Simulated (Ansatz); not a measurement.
# CHSi₂ (sextet): the correlation ladder, cc-pVDZ

Aim: climb from Hartree-Fock through coupled cluster and multireference methods for CHSi₂ (sextet) at one geometry and basis, and see what each rung misses.

Computed with Ansatz 0.2.0, Gaussian basis. Level: cc-pVDZ, core rule «outside noble gas», up to 11 orbitals frozen.

To be run: UHF; CCSD(T) on ROHF; CCSD(T) on UHF; BCCD(T) on ROHF; CISD as a restricted active space (open shells left free, so some higher excitations enter); CCSDT(Q) on ROHF; CCSDT(Q) on UHF; CASSCF and NEVPT2, 13 electrons in 11 orbitals.

20 further runs of the same task are left out: 8 that didn't finish, 12 set aside as unsound or not needed. Runs told in other sessions of the task aren't counted.

### 1 What is computed

The geometry is a PBE0/def2-TZVP stationary point (not a proven minimum) of the parent state, kept for this charge and spin.

4 atoms, charge 0, spin multiplicity 6.

Atoms are counted from 1 here; the program's logs count them from 0.

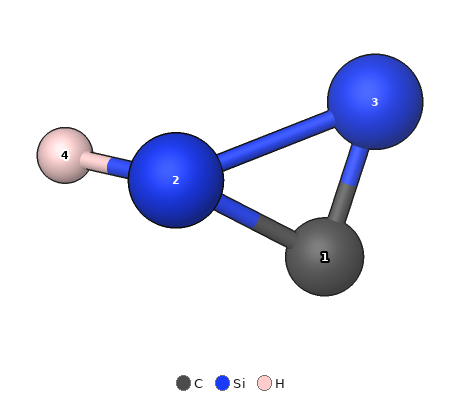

The geometry (carbon dark grey, silicon blue, hydrogen pink); atoms are numbered from 1 in the order of the file.

In the tables R marks a restricted open-shell determinant and U an unrestricted one; 'frontier' is the active space of 13 electrons in 11 orbitals; energies count from the table's Hartree-Fock row.

### 2 UHF

Input file in.yaml:

```yaml
crystal:
  periodic: [false, false, false]
  atoms:
    - {symbol: C, position_ang: [-0.061244, -1.147988, -0.219952]}
    - {symbol: Si, position_ang: [0.099301, 0.160438, 1.164819]}
    - {symbol: Si, position_ang: [-0.033008, 0.314343, -1.142833]}
    - {symbol: H, position_ang: [-1.117401, 0.450106, 2.008353]}
basis:
  gaussian: {orbitals: cc-pVDZ}
magnetization: {spin_polarized: true, initial_magnetization: 5}
hamiltonian: {xc: hf}
output: {orbitals: {seedname: orbitals}}
```

Command:

```sh
$ ansatz run in.yaml --threads 1 --pin off --events-out ev --progress --plain --max-ram 2393MiB
```

The program printed:

```text
Functional definition: HF
  name "HF"
  cite "Fock, Z. Phys. 61, 126 (1930) doi:10.1007/BF01340294"
  parent pbe
  exchange = exact_x
  correlation = 0
545 factors; integrals over basis functions are off by at most 1.1e-3 eV
mean field evaluation 1: about -16761.4843 eV, gradient 1.1e1 eV
mean field evaluation 2: about -16761.4921 eV, gradient 1.1e1 eV
mean field evaluation 4: about -16763.1063 eV, gradient 2.8e0 eV
mean field evaluation 8: about -16763.3958 eV, gradient 1.8e-1 eV
mean field -16763.39726211 eV, -616.0434867436 hartree, gradient 2.6e-5 eV, S^2 8.785177; 0 other end points of the search recorded, 0 dependent functions left out
reference -16763.39726211 eV, -616.0434867436 hartree; 20, 15 occupied and 35, 40 virtual orbitals, 545 factors
Total energy: -16763.39726211 eV, -616.0434867436 hartree
```

Run time: 0.73 s. Hardware: 1 thread of Arm Neoverse V1, shared host.

From the report: ⟨S²⟩ of the determinant 8.785 (pure sextet: 8.75).

### 3 CCSD(T) on ROHF

Edit in.yaml of step 2 so:

```diff
@@ -9,4 +9,3 @@
   gaussian: {orbitals: cc-pVDZ}
-magnetization: {spin_polarized: true, initial_magnetization: 5}
-hamiltonian: {xc: hf}
-output: {orbitals: {seedname: orbitals}}
+magnetization: {spin_polarized: false, initial_magnetization: 5}
+correlation: {method: ccsd_t, electrons: outside_noble_gas}
```

Same command.

The program printed, shortened:

```text
Functional definition: HF
  name "HF"
  cite "Fock, Z. Phys. 61, 126 (1930) doi:10.1007/BF01340294"
  parent pbe
[...]
545 factors; integrals over basis functions are off by at most 1.1e-3 eV
[...]
mean field -16763.12733126 eV, -616.0335669678 hartree, gradient 1.7e-6 eV, S^2 8.750000; 1 other end points of the search recorded, 0 dependent functions left out
determinant -16763.12733126 eV, -616.0335669678 hartree, with singles and doubles -16770.33842941 eV, -616.2985699371 hartree
determinant -16760.97992926 eV, -615.9546514002 hartree, with singles and doubles -16768.37195007 eV, -616.2263031544 hartree
11 core orbitals not correlated: weight in the atoms' cores, before any rotation towards them, 1.000 or more for the frozen orbitals, at most 0.000 for the correlated occupied ones
reference -16763.12733126 eV, -616.0335669678 hartree; 9, 4 occupied and 35, 40 virtual orbitals, 545 factors
second order -5.99965098 eV of doubles, -0.15906376 eV of singles
cycle   1  -7.21109018 eV  change    8.0e-6 eV  update   2.5e-3
[...]
cycle   9  -7.21292705 eV  change   -4.9e-6 eV  update   1.4e-5
perturbative correction -0.32776458 eV, -0.0120451263 hartree
Total energy: -16770.66802289 eV, -616.3106822741 hartree
```

Wall time 4.5 s (1 thread of Arm Neoverse V1, shared host).

From the report: correlation -7.5407 eV; T1 0.039; largest double amplitude 0.05.

### 4 CCSD(T) on UHF

Edit in.yaml of step 3 so:

```diff
@@ -9,3 +9,3 @@
   gaussian: {orbitals: cc-pVDZ}
-magnetization: {spin_polarized: false, initial_magnetization: 5}
+magnetization: {spin_polarized: true, initial_magnetization: 5}
 correlation: {method: ccsd_t, electrons: outside_noble_gas}
```

Launched as before.

The program printed, shortened:

```text
Functional definition: HF
  name "HF"
  cite "Fock, Z. Phys. 61, 126 (1930) doi:10.1007/BF01340294"
  parent pbe
[...]
545 factors; integrals over basis functions are off by at most 1.1e-3 eV
[...]
mean field -16763.39726211 eV, -616.0434867436 hartree, gradient 2.4e-6 eV, S^2 8.785177; 2 other end points of the search recorded, 0 dependent functions left out
determinant -16763.39726211 eV, -616.0434867436 hartree, with singles and doubles -16770.34852172 eV, -616.2989408227 hartree
determinant -16761.25427940 eV, -615.9647335816 hartree, with singles and doubles -16768.36660114 eV, -616.2261065848 hartree
determinant -16761.07125952 eV, -615.9580077253 hartree, with singles and doubles -16768.19655046 eV, -616.2198573376 hartree
11 core orbitals not correlated: weight in the atoms' cores, before any rotation towards them, 1.000 or more for the frozen orbitals, at most 0.000 for the correlated occupied ones
reference -16763.39726211 eV, -616.0434867436 hartree; 9, 4 occupied and 35, 40 virtual orbitals, 545 factors
second order -5.83559094 eV of doubles, -0.00000000 eV of singles
cycle   1  -6.95130887 eV  change   -4.9e-5 eV  update   2.5e-3
[...]
cycle   9  -6.95341195 eV  change   -7.3e-6 eV  update   1.3e-5
perturbative correction -0.31606811 eV, -0.0116152889 hartree
Total energy: -16770.66674217 eV, -616.3106352086 hartree
```

It took 5 s on 1 thread of Arm Neoverse V1, shared host.

From the report: ⟨S²⟩ of the determinant 8.785 (pure sextet: 8.75); correlation -7.2695 eV; T1 0.033; largest double amplitude 0.05.

### 5 BCCD(T) on ROHF

Edit in.yaml of step 4 so:

```diff
@@ -9,3 +9,3 @@
   gaussian: {orbitals: cc-pVDZ}
-magnetization: {spin_polarized: true, initial_magnetization: 5}
-correlation: {method: ccsd_t, electrons: outside_noble_gas}
+magnetization: {spin_polarized: false, initial_magnetization: 5}
+correlation: {method: bccd_t, electrons: outside_noble_gas}
```

The command is unchanged.

The program printed, shortened:

```text
Functional definition: HF
  name "HF"
  cite "Fock, Z. Phys. 61, 126 (1930) doi:10.1007/BF01340294"
  parent pbe
[...]
545 factors; integrals over basis functions are off by at most 1.1e-3 eV
[...]
mean field -16763.12733126 eV, -616.0335669678 hartree, gradient 1.7e-6 eV, S^2 8.750000; 1 other end points of the search recorded, 0 dependent functions left out
determinant -16763.12733126 eV, -616.0335669678 hartree, with singles and doubles -16770.33842941 eV, -616.2985699371 hartree
determinant -16760.97992926 eV, -615.9546514002 hartree, with singles and doubles -16768.37195007 eV, -616.2263031544 hartree
11 core orbitals not correlated: weight in the atoms' cores, before any rotation towards them, 1.000 or more for the frozen orbitals, at most 0.000 for the correlated occupied ones
reference -16763.12733126 eV, -616.0335669678 hartree; 9, 4 occupied and 35, 40 virtual orbitals, 545 factors
second order -5.99965098 eV of doubles, -0.15906376 eV of singles
cycle   1  -7.20632668 eV  change    4.8e-3 eV  update   1.3e-2
[...]
cycle  12  -7.20671215 eV  change    1.7e-6 eV  update   1.4e-5
perturbative correction -0.33782140 eV, -0.0124147073 hartree
Total energy: -16770.67186480 eV, -616.3108234618 hartree
```

It took 4.9 s on 1 thread of Arm Neoverse V1, shared host.

From the report: correlation -7.5445 eV; largest double amplitude 0.05.

### 6 CISD as a restricted active space (open shells left free, so some higher excitations enter)

Edit in.yaml of step 5 so:

```diff
@@ -10,2 +10,2 @@
 magnetization: {spin_polarized: false, initial_magnetization: 5}
-correlation: {method: bccd_t, electrons: outside_noble_gas}
+correlation: {active_space: {ras: {orbitals: [4, 5, 35], electrons: 13, max_holes: 2, max_particles: 2}, fixed_orbitals: true}}
```

Same command.

The program printed:

```text
Functional definition: HF
  name "HF"
  cite "Fock, Z. Phys. 61, 126 (1930) doi:10.1007/BF01340294"
  parent pbe
  exchange = exact_x
  correlation = 0
545 factors; integrals over basis functions are off by at most 1.1e-3 eV
mean field evaluation 1: about -16761.3505 eV, gradient 1.2e1 eV
mean field evaluation 2: about -16761.3581 eV, gradient 1.2e1 eV
mean field evaluation 4: about -16762.8714 eV, gradient 3.6e0 eV
mean field evaluation 8: about -16763.1247 eV, gradient 2.3e-1 eV
mean field -16763.12733126 eV, -616.0335669678 hartree, gradient 1.7e-6 eV, S^2 8.750000; 0 other end points of the search recorded, 0 dependent functions left out
reference -16763.12733126 eV, -616.0335669678 hartree; 20, 15 occupied and 35, 40 virtual orbitals, 545 factors
state -16769.73287393 eV, -616.2763161836 hartree
Total energy: -16769.73287393 eV, -616.2763161836 hartree
```

It took 34 s on 1 thread of Arm Neoverse V1, shared host.

From the report: 985,226 determinants.

### 7 CCSDT(Q) on ROHF

Edit in.yaml of step 6 so:

```diff
@@ -10,2 +10,2 @@
 magnetization: {spin_polarized: false, initial_magnetization: 5}
-correlation: {active_space: {ras: {orbitals: [4, 5, 35], electrons: 13, max_holes: 2, max_particles: 2}, fixed_orbitals: true}}
+correlation: {method: ccsdt_q, electrons: outside_noble_gas}
```

The command is unchanged.

The program printed, shortened:

```text
Functional definition: HF
  name "HF"
  cite "Fock, Z. Phys. 61, 126 (1930) doi:10.1007/BF01340294"
  parent pbe
[...]
1072 factors; integrals over basis functions are off by at most 1.5e-7 eV
[...]
mean field -16763.12743522 eV, -616.0335707883 hartree, gradient 2.1e-6 eV, S^2 8.750000; 1 other end points of the search recorded, 0 dependent functions left out
determinant -16763.12743522 eV, -616.0335707883 hartree, with singles and doubles -16770.33852961 eV, -616.2985736193 hartree
determinant -16760.98003826 eV, -615.9546554057 hartree, with singles and doubles -16768.37202201 eV, -616.2263057980 hartree
11 core orbitals not correlated: weight in the atoms' cores, before any rotation towards them, 1.000 or more for the frozen orbitals, at most 0.000 for the correlated occupied ones
reference -16763.12743522 eV, -616.0335707883 hartree; 9, 4 occupied and 35, 40 virtual orbitals, 1072 factors
second order -5.99967244 eV of doubles, -0.15906382 eV of singles
cycle   1  -6.79833814 eV  change   -6.4e-1 eV  update   1.1e-1
[...]
cycle  20  -7.59030968 eV  change   -7.6e-7 eV  update   1.5e-6
perturbative correction -0.02762049 eV, -0.0010150343 hartree
Total energy: -16770.74536538 eV, -616.3135245584 hartree
```

Wall time 2.4 min (1 thread of Arm Neoverse V1, shared host); peak memory 0.92 GiB.

From the report: correlation -7.6179 eV; T1 0.042; largest double amplitude 0.07.

### 8 CCSDT(Q) on UHF

Edit in.yaml of step 7 so:

```diff
@@ -9,3 +9,3 @@
   gaussian: {orbitals: cc-pVDZ}
-magnetization: {spin_polarized: false, initial_magnetization: 5}
+magnetization: {spin_polarized: true, initial_magnetization: 5}
 correlation: {method: ccsdt_q, electrons: outside_noble_gas}
```

Launched as before.

The program printed, shortened:

```text
Functional definition: HF
  name "HF"
  cite "Fock, Z. Phys. 61, 126 (1930) doi:10.1007/BF01340294"
  parent pbe
[...]
1072 factors; integrals over basis functions are off by at most 1.5e-7 eV
[...]
mean field -16763.39736669 eV, -616.0434905869 hartree, gradient 2.3e-6 eV, S^2 8.785177; 1 other end points of the search recorded, 0 dependent functions left out
determinant -16763.39736669 eV, -616.0434905869 hartree, with singles and doubles -16770.34862222 eV, -616.2989445159 hartree
determinant -16761.25438854 eV, -615.9647375924 hartree, with singles and doubles -16768.36670518 eV, -616.2261104081 hartree
11 core orbitals not correlated: weight in the atoms' cores, before any rotation towards them, 1.000 or more for the frozen orbitals, at most 0.000 for the correlated occupied ones
reference -16763.39736669 eV, -616.0434905869 hartree; 9, 4 occupied and 35, 40 virtual orbitals, 1072 factors
second order -5.83561005 eV of doubles, -0.00000000 eV of singles
cycle   1  -6.52234603 eV  change   -6.9e-1 eV  update   1.1e-1
[...]
cycle  20  -7.32281151 eV  change    3.0e-7 eV  update   1.5e-6
perturbative correction -0.02750937 eV, -0.0010109505 hartree
Total energy: -16770.74768756 eV, -616.3136098967 hartree
```

It took 2.1 min on 1 thread of Arm Neoverse V1, shared host; peak memory 0.77 GiB.

From the report: ⟨S²⟩ of the determinant 8.785 (pure sextet: 8.75); correlation -7.3503 eV; T1 0.037; largest double amplitude 0.07.

### 9 CASSCF and NEVPT2, 13 electrons in 11 orbitals

Edit in.yaml of step 8 so:

```diff
@@ -9,3 +9,3 @@
   gaussian: {orbitals: cc-pVDZ}
-magnetization: {spin_polarized: true, initial_magnetization: 5}
-correlation: {method: ccsdt_q, electrons: outside_noble_gas}
+magnetization: {spin_polarized: false, initial_magnetization: 5}
+correlation: {method: sc_nevpt2, electrons: outside_noble_gas, active_space: {window: {electrons: 13, orbitals: 11}}}
```

The command is unchanged.

The program printed:

```text
Functional definition: HF
  name "HF"
  cite "Fock, Z. Phys. 61, 126 (1930) doi:10.1007/BF01340294"
  parent pbe
  exchange = exact_x
  correlation = 0
545 factors; integrals over basis functions are off by at most 1.1e-3 eV
mean field evaluation 1: about -16761.3505 eV, gradient 1.2e1 eV
mean field evaluation 2: about -16761.3581 eV, gradient 1.2e1 eV
mean field evaluation 4: about -16762.8714 eV, gradient 3.6e0 eV
mean field evaluation 8: about -16763.1247 eV, gradient 2.3e-1 eV
mean field -16763.12733126 eV, -616.0335669678 hartree, gradient 1.7e-6 eV, S^2 8.750000; 0 other end points of the search recorded, 0 dependent functions left out
reference -16763.12733126 eV, -616.0335669678 hartree; 20, 15 occupied and 35, 40 virtual orbitals, 545 factors
state -16764.44926109 eV, -616.0821469932 hartree
state -16764.44926109 eV, -616.0821469932 hartree; corrected -16769.09400231 eV, -616.2528380846 hartree
Total energy: -16769.09400231 eV, -616.2528380846 hartree
```

Wall time 10 s (1 thread of Arm Neoverse V1, shared host).

From the report: 18,150 determinants; active occupations 2.00, 1.99, 1.97, 1.96, 1.01, 1.01, 1.00, 1.00, 1.00, 0.04, 0.02.

### 10 The ladder

The yardstick is UCCSDT(Q), where the cluster series has nearly closed. Rows without a time are mean-field rows or come out of runs for another level: lower rungs of the coupled-cluster runs, CASSCF and MRCISD of the multireference runs, or the Hartree-Fock search.

Differences are taken before rounding.

| method | energy from the lowest ROHF (meV) | from UCCSDT(Q) (meV) | time |
| --- | --- | --- | --- |
| ROHF | 0.0 | +7620.4 |  |
| UHF | -269.9 | +7350.4 |  |
| RMP2 | -6158.7 | +1461.6 |  |
| UMP2 | -6105.5 | +1514.8 |  |
| CISD | -6605.5 | +1014.8 | 34 s |
| RCCSD | -7212.9 | +407.4 |  |
| UCCSD | -7223.3 | +397.0 |  |
| RCCSD(T) | -7540.7 | +79.7 | 4.5 s |
| UCCSD(T) | -7539.4 | +80.9 | 5 s |
| BCCD(T) | -7544.5 | +75.8 | 4.9 s |
| RCCSDT | -7590.4 | +29.9 |  |
| UCCSDT | -7592.8 | +27.5 |  |
| RCCSDT(Q) | -7618.0 | +2.3 | 2.4 min |
| UCCSDT(Q) | -7620.4 | 0 | 2.1 min |
| CASSCF frontier | -1321.9 | +6298.4 |  |
| NEVPT2 frontier | -5966.7 | +1653.7 | 10 s |

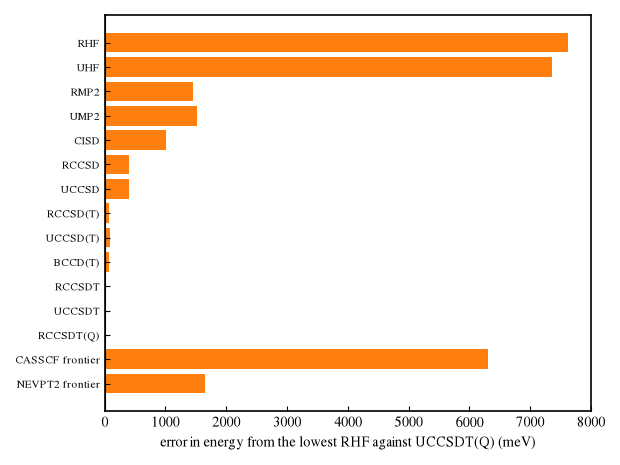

Deviations from UCCSDT(Q), method by method.

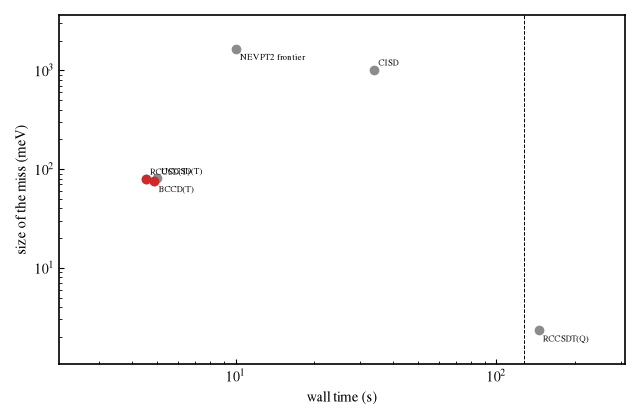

Miss against cost. Red marks the levels that no quicker level drawn beats (of those quicker than the yardstick), and the dashed line is the time of UCCSDT(Q). Times are from a shared host.

### 11 Outcome

```
                         quantity                      value
    UCCSDT(Q) from the ROHF energy                 -7.6204 eV
              RMP2 from UCCSDT(Q)                +1461.6 meV
              UMP2 from UCCSDT(Q)                +1514.8 meV
             RCCSD from UCCSDT(Q)                 +407.4 meV
          RCCSD(T) from UCCSDT(Q)                  +79.7 meV
          UCCSD(T) from UCCSDT(Q)                  +80.9 meV
         RCCSDT(Q) from UCCSDT(Q)                   +2.3 meV
   NEVPT2 frontier from UCCSDT(Q)                +1653.7 meV
levels within 1 kcal/mol (43 meV)  RCCSDT, UCCSDT, RCCSDT(Q)
                    T1 diagnostic                      0.039
```

What this shows: RCCSD(T) lands +79.7 meV from the yardstick (1.0 % of the correlation energy). These misses are within one basis, not against nature; the frozen cores of restricted and unrestricted runs differ, which can shift their rows.

With open shells the CI space here admits some higher excitations, so it is larger than plain CISD.

For cost: BCCD(T) gets within 75.8 meV in 4.9 s, where UCCSDT(Q) took 2.1 min; the quickest level in the cost chart, RCCSD(T), takes 4.5 s and misses by 79.7 meV.
